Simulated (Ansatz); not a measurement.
| atom | x (Å) | y (Å) | z (Å) |
| --- | --- | --- | --- |
| C | 0.6923 | 0.6267 | -1.8090 |
| C | 0.1796 | -0.2568 | -0.7806 |
| C | -0.2485 | -1.0002 | 0.0865 |
| S | -0.6884 | -1.0029 | 3.3220 |
| Si | -0.9123 | -2.0236 | 1.4397 |
| Si | -1.3890 | 0.9373 | 2.7062 |
| H | 0.0821 | 0.5650 | -2.7235 |
| H | 1.7291 | 0.3650 | -2.0714 |
| H | 0.6834 | 1.6724 | -1.4639 |
| H | -0.1591 | -3.3009 | 1.5714 |
| H | -2.3520 | -2.3054 | 1.1697 |
| H | -0.3416 | 1.6992 | 1.9666 |
| H | -2.6023 | 0.8067 | 1.8448 |
| H | -1.7343 | 1.6622 | 3.9625 |

Geometry: PBE0-D3(BJ)/def2-SVP.

Computed with Ansatz 0.2.0, isolated molecule in a Gaussian basis; Kohn-Sham density functional theory, functional PBE0.

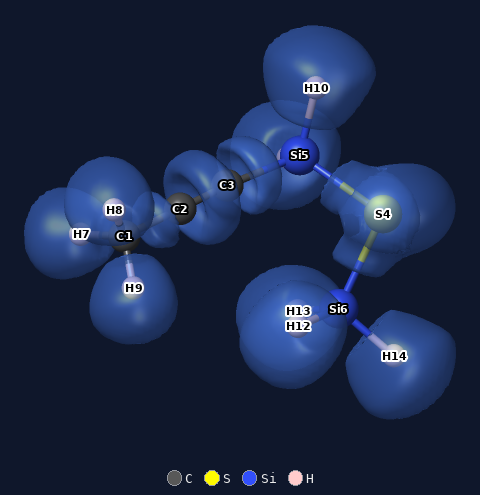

C₃H₈SSi₂ (SMILES CC#C[SiH2]S[SiH3]). Isosurface of the ELF at 0.75 (blue), seen at a tilt. Core shells and regions of very low density are left out.

### Where are the electrons localised?

The surface consists of two regions between bonded C–C atoms (shared pairs), one region between bonded C–Si atoms (shared pairs), eight regions around hydrogen nuclei and one region on S in which the atom's valence shell and bonds are merged.

Values along the shortest contacts:
C–C (1.22 Å): the ELF peaks at about 0.85 between the atoms: a multiple bond. C–Si (1.82 Å): the ELF peaks at about 0.95 between the atoms (a shared electron pair).
